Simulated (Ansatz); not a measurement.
# Calculations on BH$_{3}$OClF

## 1. Relaxation

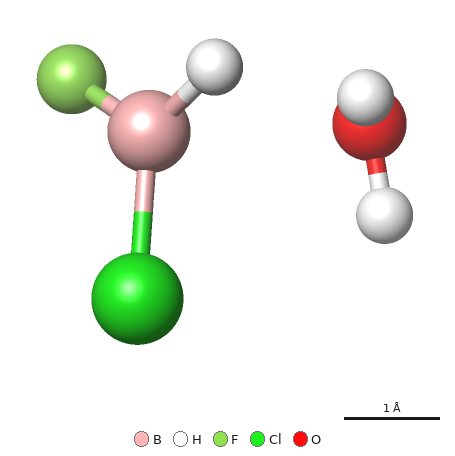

This is the input geometry for a relaxation of BH3OClF. The picture is a ball-and-stick view, seen at a tilt.

The run prepares an end point of a later path (reaction) calculation, from a guessed geometry.

Level of theory: RKS BLYP/def2-SVP in Ansatz 0.2.0.

Input file:
```yaml
crystal:
  periodic: [false, false, false]
  atoms:
    - { symbol: B, position_ang: [0.036254, 0.310676, -0.043166] }
    - { symbol: H, position_ang: [-0.012422, 0.352676, 1.154896] }
    - { symbol: F, position_ang: [1.190837, 0.407761, -0.681498] }
    - { symbol: Cl, position_ang: [-1.458223, 0.338657, -1.016343] }
    - { symbol: O, position_ang: [-0.022552, -2.172976, 0.730699] }
    - { symbol: H, position_ang: [-0.87161, -2.378239, 0.286851] }
    - { symbol: H, position_ang: [-0.287583, -1.480454, 1.391061] }
basis:
  gaussian: { orbitals: def2-SVP }
hamiltonian:
  xc: blyp
relax:
  f_tol: 0.03
  max_steps: 50
```

Launched with:
```bash
ansatz run input.yaml --threads 1 --pin off --max-ram 2048MiB --backend cpu --events-out ev --progress --plain --runs-dir out
```

### Where does the relaxation end?

Over 11 accepted moves (13 points after the start) the energy falls by 27.1 kJ/mol. The largest force component goes from 0.64 to 0.013 eV/Å. The line search rejected the trial steps at points 2, 8 of the run. The atom that moves furthest after the best rigid fit is O5 (0.51 Å). By element the largest moves are O 0.51 Å, H 0.45 Å, B 0.32 Å, F 0.32 Å, Cl 0.28 Å. Among the contacts that change: B1–O5 2.602 → 1.775 Å, B1–Cl4 1.784 → 1.864 Å, B1–F3 1.323 → 1.351 Å, B1–H2 1.200 → 1.217 Å. Among the angles between lasting bonds that change: H2–B1–Cl4 120.7° → 115.1°, F3–B1–Cl4 117.8° → 114.6°, H6–O5–H7 102.5° → 105.4°. The run took 17 s on 1 thread of Intel(R) Xeon(R) 6975P-C (Granite Rapids), with other jobs on the host, peak memory 0.16 GiB.

The structure at the end:

```xyz
7

B     0.0386    0.0196    0.0905
H     0.0076    0.5878    1.1665
F     1.1671    0.0924   -0.6485
Cl   -1.5403    0.1052   -0.8961
O    -0.0072   -1.6834    0.5878
H    -0.7308   -2.0401    0.0192
H    -0.3604   -1.7033    1.5032
```

The end point in the same view:

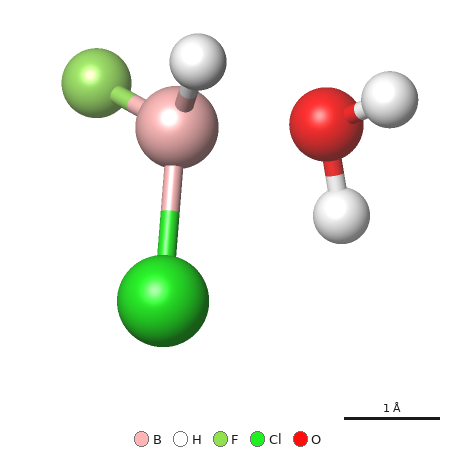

## 2. Relaxation

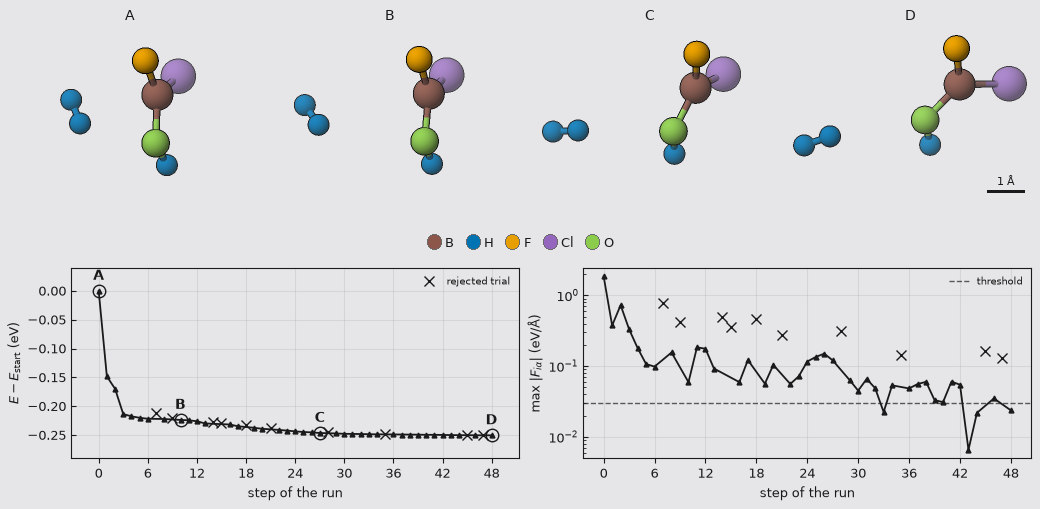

Frames of a relaxation of BH3OClF, marked on the history of the run. A ball-and-stick model, seen face on.

The run prepares an end point of a later path (reaction) calculation, from a guessed geometry.

Level of theory: Ansatz 0.2.0, RKS BLYP/def2-SVP.

Input file:
```yaml
crystal:
  periodic: [false, false, false]
  atoms:
    - { symbol: B, position_ang: [-0.041268, -0.50567, -0.422683] }
    - { symbol: H, position_ang: [-0.05534, 0.125134, 1.892463] }
    - { symbol: F, position_ang: [1.074399, 0.211366, -0.492182] }
    - { symbol: Cl, position_ang: [-1.581298, 0.233556, -0.953162] }
    - { symbol: O, position_ang: [0.044243, -1.819651, -0.006044] }
    - { symbol: H, position_ang: [-0.819189, -2.274, -0.039353] }
    - { symbol: H, position_ang: [-0.046848, -0.592636, 1.843461] }
basis:
  gaussian: { orbitals: def2-SVP }
hamiltonian:
  xc: blyp
relax:
  f_tol: 0.03
  max_steps: 50
```

Run as
```bash
ansatz run input.yaml --threads 1 --pin off --max-ram 2048MiB --backend cpu --events-out ev --progress --plain --runs-dir out
```

> What happens along the run?

H2 moves most after the best rigid fit: 1.81 Å. Largest moves by element: H 1.81 Å, Cl 1.47 Å, F 0.92 Å, O 0.80 Å, B 0.67 Å. Near-neighbour distances that change, for instance: H2–H7 0.719 → 0.767 Å, B1–O5 1.381 → 1.357 Å. The energy falls by 0.250 eV in 38 accepted moves (48 points after the start). The largest force component goes from 1.9 to 0.024 eV/Å. The line search rejected the trial steps at points 7, 9, 14, 15, 18, 21, 28, 35 and more of the run. The forces were under the threshold at step 33, but the run went on from there. Cost: 53 s on 1 thread of Intel(R) Xeon(R) 6975P-C (Granite Rapids) (shared host), peak memory 0.17 GiB. From step 0 to 10: H2 moves most (0.76 Å), energy −0.224 eV. From step 10 to 27: H2 moves most (0.71 Å), energy −0.023 eV. From step 27 to 48: Cl4 moves most (0.83 Å), energy −0.004 eV.

| step | E − E(0), eV | largest force component, eV/Å | note |
| --- | --- | --- | --- |
| 0 | 0.0000 | 1.8537 |  |
| 1 | -0.1484 | 0.3756 |  |
| 2 | -0.1697 | 0.7275 |  |
| 3 | -0.2136 | 0.3317 |  |
| 4 | -0.2175 | 0.1805 |  |
| 5 | -0.2201 | 0.1070 |  |
| 6 | -0.2217 | 0.0984 |  |
| 7 | -0.2118 | 0.7703 | rejected |
| 8 | -0.2222 | 0.1558 |  |
| 9 | -0.2207 | 0.4262 | rejected |
| 10 | -0.2238 | 0.0592 |  |
| 12 | -0.2260 | 0.1759 |  |
| 14 | -0.2274 | 0.4969 | rejected |
| 16 | -0.2317 | 0.0593 |  |
| 18 | -0.2320 | 0.4604 | rejected |
| 20 | -0.2392 | 0.1039 |  |
| 22 | -0.2410 | 0.0559 |  |
| 24 | -0.2436 | 0.1161 |  |
| 26 | -0.2453 | 0.1500 |  |
| 28 | -0.2440 | 0.3087 | rejected |
| 30 | -0.2478 | 0.0450 |  |
| 32 | -0.2482 | 0.0488 |  |
| 34 | -0.2487 | 0.0535 |  |
| 36 | -0.2489 | 0.0483 |  |
| 38 | -0.2492 | 0.0600 |  |
| 40 | -0.2495 | 0.0309 |  |
| 42 | -0.2497 | 0.0545 |  |
| 44 | -0.2502 | 0.0218 |  |
| 46 | -0.2503 | 0.0349 |  |
| 48 | -0.2505 | 0.0237 |  |

Limits of the set-up: the start holds two separate molecules, 2.2 Å apart at their closest, whose relative position is a soft coordinate and is computed without a dispersion correction.

## 3. Path

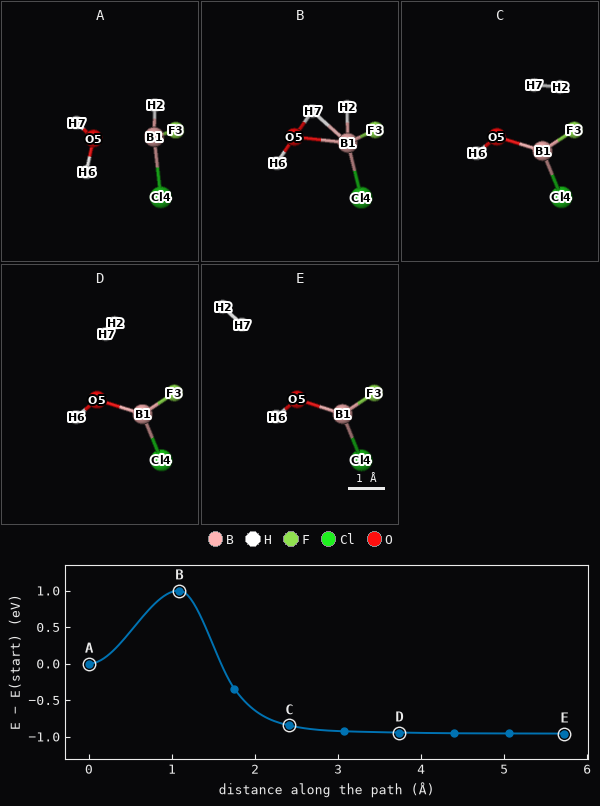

A nudged-elastic-band calculation for BH3OClF. Images are numbered from 0 (start) to 8 (end). Frames A to E are images 0, 1, 3, 5, 8. The picture is a ball-and-stick view, seen at a tilt.

All numbers below come from RKS BLYP/def2-SVP (Ansatz 0.2.0). Run with 7 movable images; climbing image; force threshold 0.03 eV/Å; iteration limit 60; starting path through a guess of the saddle point.

What happens along the path, and what is the barrier?

The highest point, image 1, lies 1.00 eV above the start and 1.96 eV above the end; the end is at −0.96 eV relative to the start. Breaking: B1–H2 (1.22 → 1.39 at the top → 4.58 Å), O5–H7 (0.98 → 1.27 at the top → 2.64 Å). Forming: B1–O5 (1.77 → 1.56 at the top → 1.36 Å), H2–H7 (2.34 → 1.06 at the top → 0.77 Å). The band converged in 22 iterations, with a climbing image at the top. At the top, the vibrational analysis gives one imaginary mode (1318i cm⁻¹), as a transition state must have.

Cost: 2.3 min on 1 thread of Intel(R) Xeon(R) 6975P-C (Granite Rapids), with other jobs on the host, peak memory 0.16 GiB.
